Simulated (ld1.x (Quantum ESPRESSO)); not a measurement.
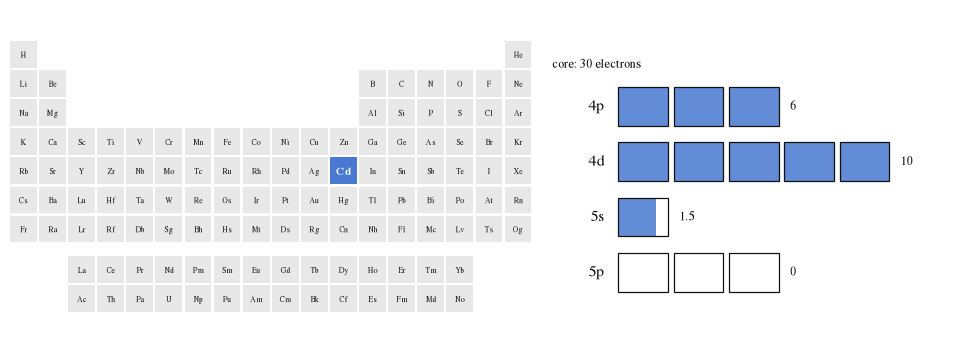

Left, the place of cadmium in the periodic table; right, the valence shells of the reference configuration: a box for each of the 2l + 1 orbitals, shaded by the share of the shell that is filled, with the electron count at the right.

## Pseudopotential generation: Cd (part 1 of 2)

Cadmium (Cd, Z = 48), core [Ar] 3d10 4s2, reference valence 4p6 4d10 5s1.5 5p0 (an ion of charge +0.5), valence charge 18. Computed at this level: TM potential, PBE, fully relativistic, made with ld1.x (Quantum ESPRESSO) 7.5.

**Log**
```
     Program LD1 v.7.5
     --------------------------- All-electron run ----------------------------

     Cd
     dirac relativistic calculation

     atomic number is 48.00
     dft =PBE   lsd =0 sic =0 latt =0  beta=0.20 tr2=1.0E-14
     Exchange-correlation= PBE
                           (   1   4   3   4   0   0   0)
     mesh =1239 r(mesh) =  99.86297 a.u. xmin = -7.00 dx = 0.01250
     1 Ry =  13.60569312 eV, c = 137.03599908

     n l j   nl                  e(Ry)          e(Ha)          e(eV)
     Spin orbit split results
     1 0 0.5 1S 1( 2.00)     -1948.7297      -974.3649    -26513.8186
     2 0 0.5 2S 1( 2.00)      -289.4944      -144.7472     -3938.7717
     2 1 0.5 2P 1( 2.00)      -269.5163      -134.7582     -3666.9566
     2 1 1.5 2P 1( 4.00)      -255.3705      -127.6852     -3474.4922
     3 0 0.5 3S 1( 2.00)       -54.2107       -27.1054      -737.5746
     3 1 0.5 3P 1( 2.00)       -46.2065       -23.1032      -628.6711
     3 1 1.5 3P 1( 4.00)       -43.6802       -21.8401      -594.2994
     4 0 0.5 4S 1( 2.00)        -8.0915        -4.0457      -110.0903
     4 1 0.5 4P 1( 2.00)        -5.5270        -2.7635       -75.1986
     4 1 1.5 4P 1( 4.00)        -5.0992        -2.5496       -69.3786
     3 2 1.5 3D 1( 4.00)       -29.5205       -14.7602      -401.6468
     3 2 2.5 3D 1( 6.00)       -29.0072       -14.5036      -394.6627
     4 2 1.5 4D 1( 4.00)        -1.2034        -0.6017       -16.3737
     4 2 2.5 4D 1( 6.00)        -1.1520        -0.5760       -15.6735
     5 0 0.5 5S 1( 1.50)        -0.6785        -0.3392        -9.2314
     5 1 0.5 5P 1( 0.00)        -0.3149        -0.1575        -4.2845
     5 1 1.5 5P 1( 0.00)        -0.2961        -0.1481        -4.0288
     Averaged results
     1 0     1S 1( 2.00)     -1948.7297      -974.3649    -26513.8186
     2 0     2S 1( 2.00)      -289.4944      -144.7472     -3938.7717
     2 1     2P 1( 6.00)      -260.0858      -130.0429     -3538.6470
     3 0     3S 1( 2.00)       -54.2107       -27.1054      -737.5746
     3 1     3P 1( 6.00)       -44.5223       -22.2611      -605.7566
     4 0     4S 1( 2.00)        -8.0915        -4.0457      -110.0903
     4 1     4P 1( 6.00)        -5.2418        -2.6209       -71.3186
     3 2     3D 1(10.00)       -29.2125       -14.6063      -397.4564
     4 2     4D 1(10.00)        -1.1726        -0.5863       -15.9536
     5 0     5S 1( 1.50)        -0.6785        -0.3392        -9.2314
     5 1     5P 1( 0.00)        -0.3024        -0.1512        -4.1140

     final scf error:  4.5E-15 reached in  28 iterations

     Etot =  -11191.804249 Ry,   -5595.902125 Ha, -152272.254107 eV

     Ekin =   11736.255658 Ry,    5868.127829 Ha,  159679.892895 eV
     Encl =  -27139.825817 Ry,  -13569.912909 Ha, -369256.141482 eV
     Eh   =    4520.948250 Ry,    2260.474125 Ha,   61510.634512 eV
     Exc  =    -309.182340 Ry,    -154.591170 Ha,   -4206.640033 eV

     normalization and overlap integrals

     s(1S/1S) =  1.000000  <r> =   0.0304  <r2> =    0.0012  r(max) =   0.0196
     s(2S/2S) =  1.000000  <r> =   0.1313  <r2> =    0.0204  r(max) =   0.1112
     s(2P/2P) =  1.000000  <r> =   0.1112  <r2> =    0.0152  r(max) =   0.0866
     s(2P/2P) =  1.000000  <r> =   0.1164  <r2> =    0.0165  r(max) =   0.0899
     s(3S/3S) =  1.000000  <r> =   0.3580  <r2> =    0.1468  r(max) =   0.3259
     s(3P/3P) =  1.000000  <r> =   0.3494  <r2> =    0.1420  r(max) =   0.3100
     s(3P/3P) =  1.000000  <r> =   0.3604  <r2> =    0.1509  r(max) =   0.3218
     s(4S/4S) =  1.000000  <r> =   0.8793  <r2> =    0.8763  r(max) =   0.7916
     s(4P/4P) =  1.000000  <r> =   0.9394  <r2> =    1.0112  r(max) =   0.8322
     s(4P/4P) =  1.000000  <r> =   0.9704  <r2> =    1.0796  r(max) =   0.8533
     s(3D/3D) =  1.000000  <r> =   0.3327  <r2> =    0.1318  r(max) =   0.2635
     s(3D/3D) =  1.000000  <r> =   0.3362  <r2> =    0.1344  r(max) =   0.2668
     s(4D/4D) =  1.000000  <r> =   1.2697  <r2> =    1.9596  r(max) =   0.9790
     s(4D/4D) =  1.000000  <r> =   1.2896  <r2> =    2.0245  r(max) =   0.9913
     s(5S/5S) =  1.000000  <r> =   2.7614  <r2> =    8.7547  r(max) =   2.2906
     s(5P/5P) =  1.000000  <r> =   3.7237  <r2> =   16.1913  r(max) =   2.9411
     s(5P/5P) =  1.000000  <r> =   3.8717  <r2> =   17.4808  r(max) =   3.0535

     ------------------------ End of All-electron run ------------------------

     --------------------- Generating NC pseudopotential ---------------------

      Generating local potential from pseudized AE potential:
      Matching radius rcloc =   0.9500

      Local pseudo, rcloc= 0.955 Estimated cut-off energy=    27.34 Ry

      Computing core charge for nlcc:

       r > 0.55 : true rho core
       r < 0.55 : rho core = a sin(br)/r    a=  56.64  b=   4.78

      Integrated core pseudo-charge :  10.21

     Fully relativistic calculation: |psi|^2

     Wfc 5S LC norm =  0.99994995 SC norm =  0.00004820 missing  0.00000185

     Wfc 4P LC norm =  0.99958220 SC norm =  0.00041779 missing  0.00000000

     Wfc 4P LC norm =  0.99960454 SC norm =  0.00039545 missing  0.00000000

     Wfc 4D LC norm =  0.99975547 SC norm =  0.00024451 missing  0.00000002

     Wfc 4D LC norm =  0.99976175 SC norm =  0.00023796 missing  0.00000029

      Wfc   5S  rcut= 1.740  Using Troullier-Martins method

      Wfc   4P  rcut= 1.004  Using Troullier-Martins method

      Wfc   4P  rcut= 1.004  Using Troullier-Martins method

      Wfc   4D  rcut= 2.729  Using Troullier-Martins method

      Wfc   4D  rcut= 2.729  Using Troullier-Martins method

     ------------------- End of pseudopotential generation -------------------

     --------------------------- All-electron run ----------------------------

     Cd
     dirac relativistic calculation

     atomic number is 48.00
     dft =PBE   lsd =0 sic =0 latt =0  beta=0.20 tr2=1.0E-14
     Exchange-correlation= PBE
                           (   1   4   3   4   0   0   0)
     mesh =1239 r(mesh) =  99.86297 a.u. xmin = -7.00 dx = 0.01250
     1 Ry =  13.60569312 eV, c = 137.03599908

     n l j   nl                  e(Ry)          e(Ha)          e(eV)
     Spin orbit split results
     1 0 0.5 1S 1( 2.00)     -1948.7297      -974.3649    -26513.8186
     2 0 0.5 2S 1( 2.00)      -289.4944      -144.7472     -3938.7717
     2 1 0.5 2P 1( 2.00)      -269.5163      -134.7582     -3666.9566
     2 1 1.5 2P 1( 4.00)      -255.3705      -127.6852     -3474.4922
     3 0 0.5 3S 1( 2.00)       -54.2107       -27.1054      -737.5746
     3 1 0.5 3P 1( 2.00)       -46.2065       -23.1032      -628.6711
     3 1 1.5 3P 1( 4.00)       -43.6802       -21.8401      -594.2994
     4 0 0.5 4S 1( 2.00)        -8.0915        -4.0457      -110.0903
     4 1 0.5 4P 1( 2.00)        -5.5270        -2.7635       -75.1986
     4 1 1.5 4P 1( 4.00)        -5.0992        -2.5496       -69.3786
     3 2 1.5 3D 1( 4.00)       -29.5205       -14.7602      -401.6468
     3 2 2.5 3D 1( 6.00)       -29.0072       -14.5036      -394.6627
     4 2 1.5 4D 1( 4.00)        -1.2034        -0.6017       -16.3737
     4 2 2.5 4D 1( 6.00)        -1.1520        -0.5760       -15.6735
     5 0 0.5 5S 1( 1.50)        -0.6785        -0.3392        -9.2314
     5 1 0.5 5P 1( 0.00)        -0.3149        -0.1575        -4.2845
     5 1 1.5 5P 1( 0.00)        -0.2961        -0.1481        -4.0288
     Averaged results
     1 0     1S 1( 2.00)     -1948.7297      -974.3649    -26513.8186
     2 0     2S 1( 2.00)      -289.4944      -144.7472     -3938.7717
     2 1     2P 1( 6.00)      -260.0858      -130.0429     -3538.6470
     3 0     3S 1( 2.00)       -54.2107       -27.1054      -737.5746
     3 1     3P 1( 6.00)       -44.5223       -22.2611      -605.7566
     4 0     4S 1( 2.00)        -8.0915        -4.0457      -110.0903
     4 1     4P 1( 6.00)        -5.2418        -2.6209       -71.3186
     3 2     3D 1(10.00)       -29.2125       -14.6063      -397.4564
     4 2     4D 1(10.00)        -1.1726        -0.5863       -15.9536
     5 0     5S 1( 1.50)        -0.6785        -0.3392        -9.2314
     5 1     5P 1( 0.00)        -0.3024        -0.1512        -4.1140

     final scf error:  4.5E-15 reached in  28 iterations

     Etot =  -11191.804249 Ry,   -5595.902125 Ha, -152272.254107 eV

     Ekin =   11736.255658 Ry,    5868.127829 Ha,  159679.892895 eV
     Encl =  -27139.825817 Ry,  -13569.912909 Ha, -369256.141482 eV
     Eh   =    4520.948250 Ry,    2260.474125 Ha,   61510.634512 eV
     Exc  =    -309.182340 Ry,    -154.591170 Ha,   -4206.640033 eV

     normalization and overlap integrals

     s(1S/1S) =  1.000000  <r> =   0.0304  <r2> =    0.0012  r(max) =   0.0196
     s(2S/2S) =  1.000000  <r> =   0.1313  <r2> =    0.0204  r(max) =   0.1112
     s(2P/2P) =  1.000000  <r> =   0.1112  <r2> =    0.0152  r(max) =   0.0866
     s(2P/2P) =  1.000000  <r> =   0.1164  <r2> =    0.0165  r(max) =   0.0899
     s(3S/3S) =  1.000000  <r> =   0.3580  <r2> =    0.1468  r(max) =   0.3259
     s(3P/3P) =  1.000000  <r> =   0.3494  <r2> =    0.1420  r(max) =   0.3100
     s(3P/3P) =  1.000000  <r> =   0.3604  <r2> =    0.1509  r(max) =   0.3218
     s(4S/4S) =  1.000000  <r> =   0.8793  <r2> =    0.8763  r(max) =   0.7916
     s(4P/4P) =  1.000000  <r> =   0.9394  <r2> =    1.0112  r(max) =   0.8322
     s(4P/4P) =  1.000000  <r> =   0.9704  <r2> =    1.0796  r(max) =   0.8533
     s(3D/3D) =  1.000000  <r> =   0.3327  <r2> =    0.1318  r(max) =   0.2635
     s(3D/3D) =  1.000000  <r> =   0.3362  <r2> =    0.1344  r(max) =   0.2668
     s(4D/4D) =  1.000000  <r> =   1.2697  <r2> =    1.9596  r(max) =   0.9790
     s(4D/4D) =  1.000000  <r> =   1.2896  <r2> =    2.0245  r(max) =   0.9913
     s(5S/5S) =  1.000000  <r> =   2.7614  <r2> =    8.7547  r(max) =   2.2906
     s(5P/5P) =  1.000000  <r> =   3.7237  <r2> =   16.1913  r(max) =   2.9411
     s(5P/5P) =  1.000000  <r> =   3.8717  <r2> =   17.4808  r(max) =   3.0535

     ------------------------ End of All-electron run ------------------------

     Computing logarithmic derivative in   2.99687
     Computing logarithmic derivative in   2.99687
     Computing the partial wave expansion
     R is outside the sphere for l=    0 j= 0.50
     R is outside the sphere for l=    1 j= 0.50
     R is outside the sphere for l=    1 j= 1.50
     R is outside the sphere for l=    2 j= 1.50
     R is outside the sphere for l=    2 j= 2.50

     ---------------------- Testing the pseudopotential ----------------------

     Cd
     dirac relativistic calculation

     atomic number is 48.00   valence charge is 18.00
     dft =PBE   lsd =0 sic =0 latt =0  beta=0.20 tr2=1.0E-14
     mesh =1239 r(mesh) =  99.86297 xmin = -7.00 dx = 0.01250

     n l  j  nl             e AE (Ry)       e PS (Ry)    De AE-PS (Ry)
     2 1 0.5 4P   1( 2.00)       -5.52700       -5.52700        0.00000
     2 1 1.5 4P   1( 4.00)       -5.09923       -5.09941        0.00018
     3 2 1.5 4D   1( 4.00)       -1.20344       -1.20344       -0.00000
     3 2 2.5 4D   1( 6.00)       -1.15198       -1.15198        0.00000
     1 0 0.5 5S   1( 1.50)       -0.67850       -0.67849       -0.00000
     3 1 0.5 5P   1( 0.00)       -0.31490       -0.31874        0.00384
     3 1 1.5 5P   1( 0.00)       -0.29611       -0.29954        0.00343

     eps = 3.0E-15  iter = 20

     Etot =  -11191.804249 Ry,   -5595.902125 Ha, -152272.254107 eV
     Etotps =  -277.961329 Ry,    -138.980664 Ha,   -3781.856539 eV

     Ekin =      99.907172 Ry,      49.953586 Ha,    1359.306323 eV
     Encl =    -554.649774 Ry,    -277.324887 Ha,   -7546.394620 eV
     Ehrt =     209.593440 Ry,     104.796720 Ha,    2851.664018 eV
     Ecxc =     -58.607957 Ry,     -29.303979 Ha,    -797.401884 eV
     (Ecc =     -30.170501 Ry,     -15.085251 Ha,    -410.490581 eV)
     Epseu=      25.795792 Ry,      12.897896 Ha,     350.969623 eV

     ---------------------- End of pseudopotential test ----------------------
```

**Output of the test run (extracts)**
```
     ---------------------- Testing the pseudopotential ----------------------

     Cd
     dirac relativistic calculation

     atomic number is 48.00   valence charge is 18.00
     dft =PBE   lsd =0 sic =0 latt =0  beta=0.20 tr2=1.0E-14
     mesh =1239 r(mesh) =  99.86297 xmin = -7.00 dx = 0.01250

     n l  j  nl             e AE (Ry)       e PS (Ry)    De AE-PS (Ry)
     2 1 0.5 4P   1( 2.00)       -5.52700       -5.52700        0.00000
     2 1 1.5 4P   1( 4.00)       -5.09923       -5.09941        0.00018
     3 2 1.5 4D   1( 4.00)       -1.20344       -1.20344       -0.00000
     3 2 2.5 4D   1( 6.00)       -1.15198       -1.15198        0.00000
     1 0 0.5 5S   1( 1.50)       -0.67850       -0.67849       -0.00000
     3 1 0.5 5P   1( 0.00)       -0.31490       -0.31874        0.00384
     3 1 1.5 5P   1( 0.00)       -0.29611       -0.29954        0.00343

     eps = 6.2E-15  iter = 18

     Etot =  -11191.804249 Ry,   -5595.902125 Ha, -152272.254108 eV
     Etotps =  -277.961330 Ry,    -138.980665 Ha,   -3781.856552 eV

     Ekin =      99.907172 Ry,      49.953586 Ha,    1359.306323 eV
     Encl =    -554.649777 Ry,    -277.324888 Ha,   -7546.394655 eV
     Ehrt =     209.593441 Ry,     104.796721 Ha,    2851.664045 eV
     Ecxc =     -58.607958 Ry,     -29.303979 Ha,    -797.401887 eV
     (Ecc =     -30.170501 Ry,     -15.085251 Ha,    -410.490581 eV)
     Epseu=      25.795791 Ry,      12.897896 Ha,     350.969622 eV

     ---------------------- End of pseudopotential test ----------------------

     ---------------------- Testing the pseudopotential ----------------------

     Cd
     dirac relativistic calculation

     atomic number is 48.00   valence charge is 18.00
     dft =PBE   lsd =0 sic =0 latt =0  beta=0.20 tr2=1.0E-14
     mesh =1239 r(mesh) =  99.86297 xmin = -7.00 dx = 0.01250

     n l  j  nl             e AE (Ry)       e PS (Ry)    De AE-PS (Ry)
     2 1 0.5 4P   1( 2.00)       -5.21487       -5.21840        0.00353
     2 1 1.5 4P   1( 4.00)       -4.78688       -4.79052        0.00363
     3 2 1.5 4D   1( 4.00)       -0.89317       -0.89459        0.00142
     3 2 2.5 4D   1( 6.00)       -0.84198       -0.84340        0.00142
     1 0 0.5 5S   1( 2.00)       -0.41596       -0.41634        0.00038
     3 1 0.5 5P   1( 0.00)       -0.09591       -0.09872        0.00281
     3 1 1.5 5P   1( 0.00)       -0.08321       -0.08563        0.00241

     eps = 8.5E-15  iter = 12

     Etot =  -11192.077003 Ry,   -5596.038502 Ha, -152275.965116 eV
     Etotps =  -278.234171 Ry,    -139.117086 Ha,   -3785.568748 eV
     dEtot_ae =      -0.272754 Ry
     dEtot_ps =      -0.272841 Ry,   Delta E=       0.000087 Ry

     Ekin =      99.713083 Ry,      49.856541 Ha,    1356.665604 eV
     Encl =    -560.149222 Ry,    -280.074611 Ha,   -7621.218415 eV
     Ehrt =     215.053808 Ry,     107.526904 Ha,    2925.956114 eV
     Ecxc =     -58.804352 Ry,     -29.402176 Ha,    -800.073972 eV
     (Ecc =     -30.170501 Ry,     -15.085251 Ha,    -410.490581 eV)
     Epseu=      25.952513 Ry,      12.976256 Ha,     353.101922 eV

     ---------------------- End of pseudopotential test ----------------------

     ---------------------- Testing the pseudopotential ----------------------

     Cd
     dirac relativistic calculation

     atomic number is 48.00   valence charge is 18.00
     dft =PBE   lsd =0 sic =0 latt =0  beta=0.20 tr2=1.0E-14
     mesh =1239 r(mesh) =  99.86297 xmin = -7.00 dx = 0.01250

     n l  j  nl             e AE (Ry)       e PS (Ry)    De AE-PS (Ry)
     2 1 0.5 4P   1( 2.00)       -5.86508       -5.86192       -0.00316
     2 1 1.5 4P   1( 4.00)       -5.43752       -5.43461       -0.00291
     3 2 1.5 4D   1( 4.00)       -1.53848       -1.53743       -0.00104
     3 2 2.5 4D   1( 6.00)       -1.48667       -1.48563       -0.00105
     1 0 0.5 5S   1( 1.00)       -0.95965       -0.95982        0.00017
     3 1 0.5 5P   1( 0.00)       -0.55886       -0.56378        0.00493
     3 1 1.5 5P   1( 0.00)       -0.53457       -0.53905        0.00448

     eps = 5.5E-15  iter = 19

     Etot =  -11191.395417 Ry,   -5595.697709 Ha, -152266.691665 eV
     Etotps =  -277.552498 Ry,    -138.776249 Ha,   -3776.294109 eV
     dEtot_ae =       0.408832 Ry
     dEtot_ps =       0.408832 Ry,   Delta E=       0.000000 Ry

     Ekin =     100.152505 Ry,      50.076252 Ha,    1362.644248 eV
     Encl =    -548.678172 Ry,    -274.339086 Ha,   -7465.146826 eV
     Ehrt =     203.827493 Ry,     101.913746 Ha,    2773.214317 eV
     Ecxc =     -58.395661 Ry,     -29.197831 Ha,    -794.513449 eV
     (Ecc =     -30.170501 Ry,     -15.085251 Ha,    -410.490581 eV)
     Epseu=      25.541338 Ry,      12.770669 Ha,     347.507601 eV

     ---------------------- End of pseudopotential test ----------------------

     ---------------------- Testing the pseudopotential ----------------------

     Cd
     dirac relativistic calculation

     atomic number is 48.00   valence charge is 18.00
     dft =PBE   lsd =0 sic =0 latt =0  beta=0.20 tr2=1.0E-14
     mesh =1239 r(mesh) =  99.86297 xmin = -7.00 dx = 0.01250

     n l  j  nl             e AE (Ry)       e PS (Ry)    De AE-PS (Ry)
     2 1 0.5 4P   1( 2.00)       -6.60556       -6.60803        0.00246
     2 1 1.5 4P   1( 4.00)       -6.17823       -6.18081        0.00259
     3 2 1.5 4D   1( 4.00)       -2.26891       -2.27438        0.00547  !
     3 2 2.5 4D   1( 6.00)       -2.21622       -2.22159        0.00537  !
     1 0 0.5 5S   1( 0.00)       -1.56637       -1.57880        0.01243  !
     3 1 0.5 5P   1( 0.00)       -1.09708       -1.10812        0.01104  !
     3 1 1.5 5P   1( 0.00)       -1.06164       -1.07202        0.01038  !

     eps = 2.9E-15  iter = 10

     Etot =  -11190.136600 Ry,   -5595.068300 Ha, -152249.564590 eV
     Etotps =  -276.291098 Ry,    -138.145549 Ha,   -3759.131888 eV
     dEtot_ae =       1.667649 Ry
     dEtot_ps =       1.670232 Ry,   Delta E=      -0.002583 Ry

     Ekin =     100.833282 Ry,      50.416641 Ha,    1371.906693 eV
     Encl =    -535.288154 Ry,    -267.644077 Ha,   -7282.966352 eV
     Ehrt =     191.545496 Ry,      95.772748 Ha,    2606.109237 eV
     Ecxc =     -57.918678 Ry,     -28.959339 Ha,    -788.023757 eV
     (Ecc =     -30.170501 Ry,     -15.085251 Ha,    -410.490581 eV)
     Epseu=      24.536956 Ry,      12.268478 Ha,     333.842291 eV

     ---------------------- End of pseudopotential test ----------------------

     ---------------------- Testing the pseudopotential ----------------------

     Cd
     dirac relativistic calculation

     atomic number is 48.00   valence charge is 18.00
     dft =PBE   lsd =0 sic =0 latt =0  beta=0.20 tr2=1.0E-14
     mesh =1239 r(mesh) =  99.86297 xmin = -7.00 dx = 0.01250

     n l  j  nl             e AE (Ry)       e PS (Ry)    De AE-PS (Ry)
     2 1 0.5 4P   1( 2.00)       -5.98499       -5.97729       -0.00770  !
     2 1 1.5 4P   1( 4.00)       -5.55750       -5.55032       -0.00717  !
     3 2 1.5 4D   1( 4.00)       -1.65344       -1.65099       -0.00245
     3 2 2.5 4D   1( 6.00)       -1.60125       -1.59880       -0.00245
     1 0 0.5 5S   1( 0.00)       -1.03349       -1.03356        0.00007
     3 1 0.5 5P   1( 0.33)       -0.61962       -0.62392        0.00431
     3 1 1.5 5P   1( 0.67)       -0.59355       -0.59734        0.00380

     eps = 4.8E-15  iter = 16

     Etot =  -11190.971434 Ry,   -5595.485717 Ha, -152260.923080 eV
     Etotps =  -277.132767 Ry,    -138.566384 Ha,   -3770.583386 eV
     dEtot_ae =       0.832815 Ry
     dEtot_ps =       0.828562 Ry,   Delta E=       0.004253 Ry

     Ekin =     101.239512 Ry,      50.619756 Ha,    1377.433727 eV
     Encl =    -546.795864 Ry,    -273.397932 Ha,   -7439.536726 eV
     Ehrt =     201.885938 Ry,     100.942969 Ha,    2746.798116 eV
     Ecxc =     -58.269167 Ry,     -29.134583 Ha,    -792.792402 eV
     (Ecc =     -30.170501 Ry,     -15.085251 Ha,    -410.490581 eV)
     Epseu=      24.806814 Ry,      12.403407 Ha,     337.513898 eV

     ---------------------- End of pseudopotential test ----------------------
```

(Continued in part 2.) Outcome of the run: generated, with a ghost state.
